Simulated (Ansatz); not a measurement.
# SiPH5 (SMILES [SiH3]P) at 6 levels

We compute a comparison of 6 runs (HSE06/STO-3G, SVWN5/STO-3G, UPBE0/STO-3G, wB97X/STO-3G, RPA@PBE/STO-3G, CCSD(T)/STO-3G) of SiPH5. 

The calculation is run with Ansatz 0.2.0.

50 further runs of the same task are left out: 50 set aside as unsound or not needed.

**1. The molecule**

SiPH5: 7 atoms, total charge 0, spin state singlet. As SMILES, `[SiH3]P`. The H4–Si1 distance was set to 2.924 Å, away from the relaxed value. At this shape a bond of the SMILES string is far longer than usual.

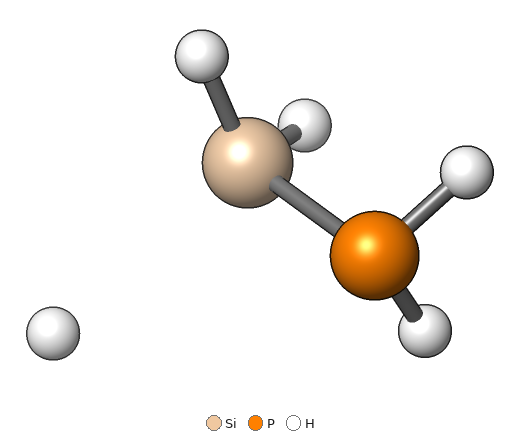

Viewed from a chosen angle; silicon light orange, phosphorus orange, hydrogen white.

**2. The energy at HSE06/STO-3G (run 1)**

Contents of run.yaml:

```yaml
crystal:
  periodic: [false, false, false]
  atoms:
    - symbol: Si
      position_ang: [-0.982732, 0.821201, 0.392771]
    - symbol: P
      position_ang: [0.719408, 1.173631, 1.796371]
    - symbol: H
      position_ang: [-2.167402, 0.579811, 1.215031]
    - symbol: H
      position_ang: [-0.298920, -1.544330, -1.184630]
    - symbol: H
      position_ang: [-1.232412, 1.951661, -0.504969]
    - symbol: H
      position_ang: [0.322778, 2.442991, 2.175811]
    - symbol: H
      position_ang: [1.587858, 1.671541, 0.841751]
basis:
  gaussian:
    orbitals: STO-3G
magnetization:
  spin_polarized: false
  initial_magnetization: 0
hamiltonian:
  xc: hse06
accuracy: high
```

The run is started by

```bash
$ ansatz run run.yaml --threads 1 --pin off --max-ram 2610MiB --events-out events.jsonl --progress --plain --runs-dir runs
```

Standard output:

```text
Warning: RAYON_NUM_THREADS=1 ignored (pool sized by the plan → 1); use --threads N
Functional definition: HSE06
  name "HSE06"
  parameter a = 0.25
  parameter omega = 0.11/bohr
  exchange = pbe_x - a*pbe_x_sr(omega) + a*exact_x_sr(omega)
  correlation = pbe_c
413 factors; integrals over basis functions are off by at most 6.0e-9 eV
67 factors; integrals over basis functions are off by at most 1.4e-9 eV
mean field evaluation 1: about -17031.8928 eV, gradient 2.3e1 eV
mean field evaluation 2: about -17024.0259 eV, gradient 2.9e1 eV
mean field evaluation 4: about -17036.8417 eV, gradient 1.2e1 eV
mean field evaluation 8: about -17037.6945 eV, gradient 4.7e0 eV
mean field -17037.83294629 eV, -626.1288121181 hartree, gradient 1.5e-8 eV, S^2 0.000000; 0 other end points of the search recorded, 0 dependent functions left out
reference -17037.83294842 eV, -626.1288121966 hartree; 17, 17 occupied and 6, 6 virtual orbitals, 413 factors
Total energy: -17037.83294842 eV, -626.1288121966 hartree
```

Run time: 1.9 s. Hardware: 1 thread of Arm Neoverse V1, shared host; peak memory 0.11 GiB.

**3. The energy at SVWN5/STO-3G (run 2)**

Contents of input.yaml:

```yaml
crystal:
  periodic: [false, false, false]
  atoms:
    - symbol: Si
      position_ang: [-0.982732, 0.821201, 0.392771]
    - symbol: P
      position_ang: [0.719408, 1.173631, 1.796371]
    - symbol: H
      position_ang: [-2.167402, 0.579811, 1.215031]
    - symbol: H
      position_ang: [-0.298920, -1.544330, -1.184630]
    - symbol: H
      position_ang: [-1.232412, 1.951661, -0.504969]
    - symbol: H
      position_ang: [0.322778, 2.442991, 2.175811]
    - symbol: H
      position_ang: [1.587858, 1.671541, 0.841751]
basis:
  gaussian: {orbitals: STO-3G}
hamiltonian: {xc: {name: SVWN5}}
accuracy: high
```

The run is started by

```bash
$ ansatz run input.yaml --threads 1 --pin off --max-ram 2610MiB --events-out events.jsonl --progress --plain --runs-dir runs
```

Standard output:

```text
Warning: RAYON_NUM_THREADS=1 ignored (pool sized by the plan → 1); use --threads N
Functional definition: SVWN5
  name "SVWN5"
  exchange = slater_x
  correlation = vwn5_c
413 factors; integrals over basis functions are off by at most 6.0e-9 eV
mean field evaluation 1: about -16969.7707 eV, gradient 2.7e1 eV
mean field evaluation 2: about -16960.5005 eV, gradient 3.4e1 eV
mean field evaluation 4: about -16974.1246 eV, gradient 1.7e1 eV
mean field evaluation 8: about -16974.7626 eV, gradient 1.5e1 eV
mean field -16976.23843136 eV, -623.8652554448 hartree, gradient 6.4e-8 eV, S^2 0.000000; 0 other end points of the search recorded, 0 dependent functions left out
reference -16976.23843343 eV, -623.8652555210 hartree; 17, 17 occupied and 6, 6 virtual orbitals, 413 factors
Total energy: -16976.23843343 eV, -623.8652555210 hartree
```

It took 1.1 s on 1 thread of Arm Neoverse V1, shared host; peak memory 0.099 GiB.

Runs 3 to 5 aren't shown in full; the table further down has their settings and results.

**4. A single-point energy at CCSD(T)/STO-3G (run 6)**

Contents of input.yaml:

```yaml
crystal:
  periodic: [false, false, false]
  atoms:
    - {symbol: Si, position_ang: [-0.982732, 0.821201, 0.392771]}
    - {symbol: P, position_ang: [0.719408, 1.173631, 1.796371]}
    - {symbol: H, position_ang: [-2.167402, 0.579811, 1.215031]}
    - {symbol: H, position_ang: [-0.298920, -1.544330, -1.184630]}
    - {symbol: H, position_ang: [-1.232412, 1.951661, -0.504969]}
    - {symbol: H, position_ang: [0.322778, 2.442991, 2.175811]}
    - {symbol: H, position_ang: [1.587858, 1.671541, 0.841751]}
basis:
  gaussian:
    orbitals: STO-3G
total_charge: 0
correlation:
  method: ccsd_t
  frozen_orbitals: {H: 0, P: 5, Si: 5}
accuracy: high
scf:
  omitted_lower_state_checks: [cluster_reference, increment]
```

The run is started by

```bash
$ ansatz run input.yaml --threads 1 --pin off --max-ram 2610MiB --events-out events.jsonl --progress --plain --runs-dir runs
```

Standard output:

```text
Warning: RAYON_NUM_THREADS=1 ignored (pool sized by the plan → 1); use --threads N
[... 11 lines left out ...]
10 core orbitals not correlated: weight in the atoms' cores, before any rotation towards them, 1.000 or more for the frozen orbitals, at most 0.000 for the correlated occupied ones
[... 32 lines left out ...]
WARN: these amplitudes may be one of several solutions (largest doubles amplitude 0.64, level shift 8.15 eV)
Total energy: -17017.00605269 eV, -625.3634378954 hartree
Checks for a lower state left out: cluster_reference, increment
```

Run time: 0.38 s. Hardware: 1 thread of Arm Neoverse V1, shared host.

**5. Overview of the runs**

| run | level | frozen core orbitals | energy (Eh) | wall time |
| --- | --- | --- | --- | --- |
| 1 | HSE06/STO-3G | – | -626.128812 | 1.9 s |
| 2 | SVWN5/STO-3G | – | -623.865256 | 1.1 s |
| 3 | UPBE0/STO-3G | – | -626.180531 | 6.6 s |
| 4 | wB97X/STO-3G | – | -626.357773 | 6.6 s |
| 5 | RPA@PBE/STO-3G | 10 | -625.395343 | 2.5 s |
| 6 | CCSD(T)/STO-3G | 10 | -625.363438 | 0.38 s |

**6. Summary of results**

| quantity | value |
| --- | --- |
| run 6: total energy | -625.36344 Eh |
| run 6: correlation energy (10 core orbitals frozen) | -231.2 mEh |
| run 6: (T) correction | -4.73 mEh |
| run 6: T1 diagnostic | 0.030 |

Totals of different functionals can't be ranked against each other. In run 6 the T1 diagnostic is large, so a single reference may not serve. In runs 5, 6 the log says that unrestricted orbitals would lower the reference, so the values rest on an unstable closed-shell determinant (other closed-shell runs at this shape may share the fault). In runs 1, 2, 3, 4, 5, 6 the basis is minimal, so the values are rough. In runs 1, 2, 4, 5, 6 a closed-shell determinant meets a far-stretched bond, which it describes badly. Spin contamination of the reference: run 3 ⟨S²⟩ = 0.88. Where it is this large, the reference is a mixture of spin states, and values that rest on it are in doubt. All runs together took 19 s, the longest 6.6 s.
